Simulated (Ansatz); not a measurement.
Cost and result by functional for the adsorption energy of OH on the 1x1 (10-10) surface of wurtzite GaN (cut with top plane Ga + N), one in a 2x1 cell, started at the site 'top Ga #2', in Ansatz (plane waves, PAW). Single points on the PBE structure, on one kind of machine; costs are rough ratios of the slab run's core time (references not counted) to the cheapest single point. r2SCAN's cost holds its higher cutoff (500 against 420 eV). Differences are taken against r2SCAN for comparison alone: no measured value is at hand, so the table doesn't rank accuracy. The points keep PBE's geometry, so the relaxation of a polaron and the settling of charge on one site are left out.

Host crystal: wurtzite GaN, with a band gap (PBE, scalar-relativistic without spin-orbit coupling).

Slab: 34 atoms, 9.3 Å thick at the start under the adsorbate (thin: gaps and levels are the slab's own); k 3x4x1, smearing 0.01 eV, dipole-corrected; 16 atoms held, the rest relaxed; no symmetry held; spin-polarised, ending with about 1.0 μB a cell; orders that need a larger cell were not tried, no spin-orbit, no U, no dispersion correction. At the end it is bonded to Ga. In PBE it is, or lies within 0.03 eV of, the lowest of the starts that converged. These notes are the PBE run's. r2SCAN: The program's check for a lower electronic state was not made. Adsorption energies are against H2O(g) − ½ H2(g). A negative adsorption energy means that the adsorbate is more stable on the surface than in its reference.

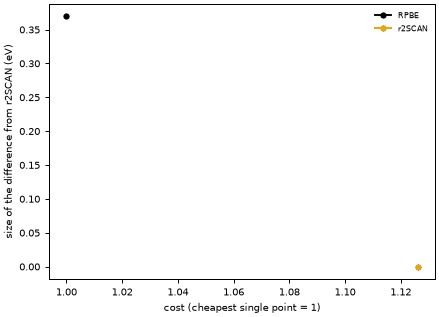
Figure: Difference from r2SCAN against cost

| functional | relative cost | adsorption energy (eV) | less r2SCAN (eV) |
|---|---|---|---|
| RPBE | 1 | 0.47 | 0.37 |
| r2SCAN | 1 | 0.10 | 0.00 |
| PBE (the relaxed run's value) | – | 0.44 | 0.34 |

The values span 0.37 eV, while the single points' costs differ by a factor of roughly 1. Differences are of unrounded values.

Ansatz is a program for electronic structure.
